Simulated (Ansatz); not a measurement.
AlBFH5Si2

Input

```
crystal:
  periodic: [false, false, false]
  atoms:
    - symbol: Al
      position_ang: [1.076463, -0.740484, -0.333896]
    - symbol: B
      position_ang: [-0.450306, 0.603924, 0.418760]
    - symbol: F
      position_ang: [3.511737, -1.298618, 2.025064]
    - symbol: Si
      position_ang: [0.873779, 0.810276, 1.763237]
    - symbol: Si
      position_ang: [1.881271, -1.278612, 1.870406]
    - symbol: H
      position_ang: [-1.224688, 1.411393, -0.021915]
    - symbol: H
      position_ang: [1.401336, 2.165257, 2.105313]
    - symbol: H
      position_ang: [1.336606, -2.197837, 2.907905]
    - symbol: H
      position_ang: [1.312019, -1.043114, -1.867348]
    - symbol: H
      position_ang: [-0.713676, -0.566630, -0.010196]
basis:
  gaussian:
    orbitals: def2-TZVPD
hamiltonian:
  xc: pbe0
output: {forces: true, orbitals: {seedname: orbitals}}
```

Run with:

```sh
ansatz run input.yaml --threads 2 --pin off --max-ram 4350MiB --events-out events.jsonl --progress --plain --runs-dir runs
```

Geometry: PBE0-D3(BJ)/def2-SVP.

These are results of isolated molecule in a Gaussian basis; Kohn-Sham density functional theory, functional PBE0 (Ansatz 0.2.0), not measurements.

What can the converged electron density and electron localisation function tell about the bonding?

Si–B (1.90 Å): ρ is about 0.84 e/Å³ halfway; the ELF peaks at about 0.95 between the atoms; a shared electron pair.
Si–Si (2.32 Å): ρ is about 0.6 e/Å³ halfway; the ELF peaks at about 0.95 between the atoms: localised, covalent bonding.
B–H (1.20 Å): ρ is about 1.2 e/Å³ halfway; the ELF climbs to about 1 towards the hydrogen, as it does in any bond to H: a covalent bond by its length.

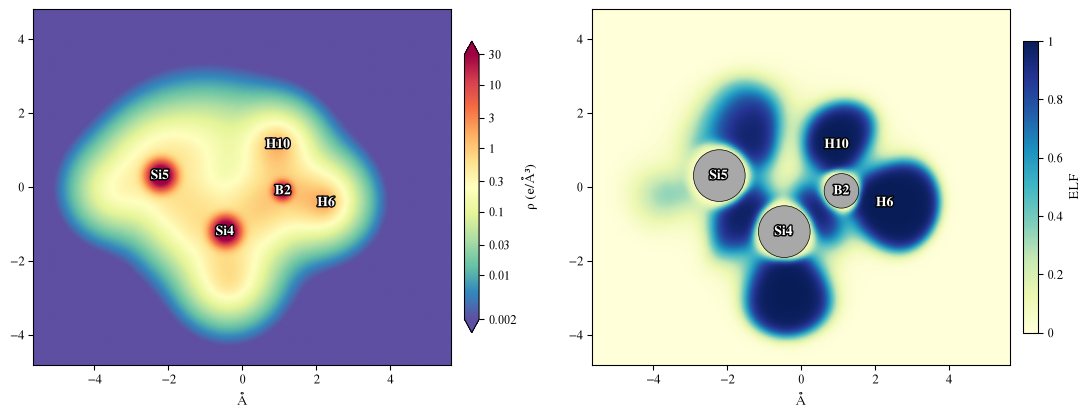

Computed electron density and electron localisation function on the plane of atoms Si4, B2 and H6, in this order. Grey discs cover the atomic cores in the ELF map. 
